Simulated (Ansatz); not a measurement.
AlH···HBr

The calculation's input:

```
crystal:
  periodic: [false, false, false]
  atoms:
    - {symbol: Al, position_ang: [-1.062891, 0.449899, 0.339419]}
    - {symbol: Br, position_ang: [2.433601, -1.031094, -0.781996]}
    - {symbol: H, position_ang: [1.144973, -0.485763, -0.370906]}
    - {symbol: H, position_ang: [-2.515682, 1.067058, 0.813482]}
basis:
  gaussian: {orbitals: def2-TZVPP}
hamiltonian: {xc: pbe0, dispersion: d4}
output: {orbitals: {seedname: orbitals}}
```

Command:

```sh
ansatz run in.yaml --threads 2 --pin off --events-out ev --progress --plain --max-ram 4352MiB
```

The product side of a reaction path; geometry: PBE0-D4/def2-TZVP.

Level of theory: RKS PBE0-D4/def2-TZVPP (Ansatz).

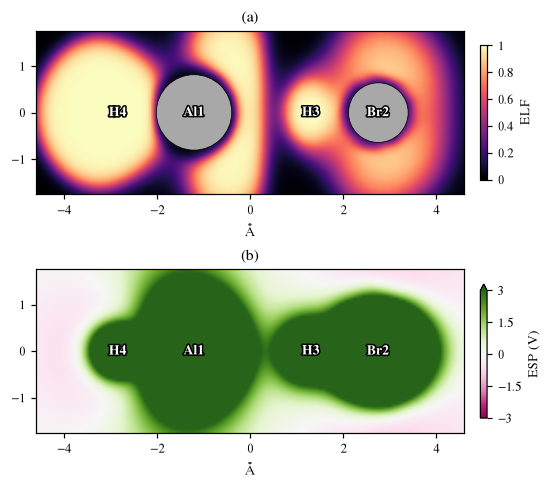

Figure 1. (a) electron localisation function; (b) electrostatic potential on a plane that holds the molecular axis. Grey discs cover the atomic cores in the ELF map.

Q: Interpret the plot.

A:
- The plane passes through Al, Br and H nuclei.
- Al1···H3 (2.50 Å): the ELF climbs to about 1 towards the hydrogen.
- Br–H (1.46 Å): the ELF climbs to about 1 towards the hydrogen.
- Al–H (1.65 Å): the ELF climbs to about 1 towards the hydrogen.
- The ELF also peaks beside Al1 and Br2, away from the bonds: lone-pair regions.
- Outside the dense part of the complex the potential is most negative (−0.7 V) near Br2.

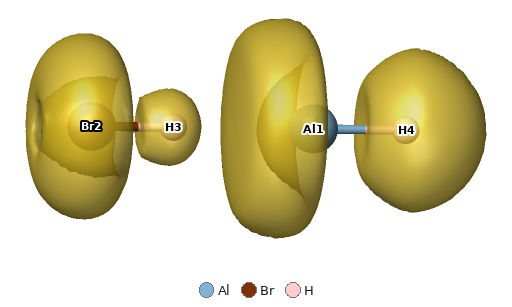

Figure 2. Isosurface of the electron localisation function at 0.75 (yellow), seen from one side. Only the valence region is drawn (cores and ρ < 0.01 e/Å³ removed).

Q: Where are the electrons localised?

A: The surface consists of two regions around hydrogen nuclei, one ring or bowl of non-bonding electrons around Br and one region wrapped around Al (its valence shell).

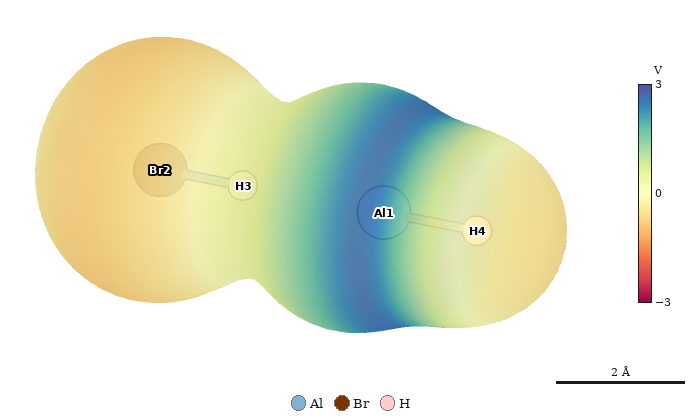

Figure 3. The electrostatic potential painted on the density surface at 0.002 e/bohr³, seen at a tilt; red is negative and blue positive.

Q: Describe the electrostatic potential map.

A: The most negative region (about −0.8 V) lies over Br2, the most positive (about +2.6 V) over Al1. Br2 shows a σ-hole: about +0.3 V at the tip opposite its bond, against about −0.7 V on its flanks.
